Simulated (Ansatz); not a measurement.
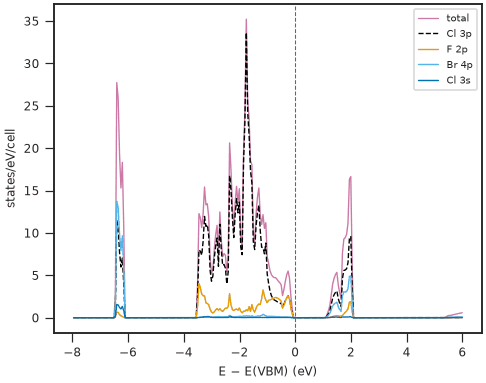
Figure. Total and projected density of states of K₂BrCl₆F in space group Fm-3m (No. 225; K on 8c, Br on 4a, Cl on 24e, F on 4b), plane-wave PAW r²SCAN (Ansatz code)

Question: Which orbitals carry the states next to the gap?

Answer: Top 1 eV of the valence band: Cl 3p 48 %, F 2p 46 %. Bottom 1 eV of the conduction band: Cl 3p 59 %, Br 4p 32 %, F 2p 7 %. Projections are on Löwdin-orthogonalised atomic valence shells; empty p or d shells of many metals are not among them.

Question: Where is the tallest occupied peak in this window, and what makes it?

Answer: Near -1.8 eV, about 35 states/eV per cell; the largest projected share is Cl 3p.

The workflow started from a Materials Project entry (that database holds measured and hypothetical structures alike); the Crystallography Open Database copy checked does not list it. Whether it is the stable phase at ambient conditions was not checked. Symmetry was held in the r²SCAN relaxation; its stability against distortions is not shown here. Scalar-relativistic: spin–orbit coupling is off unless named, which matters more the heavier the elements.

Potentials: the later of the program's two PAW sets.
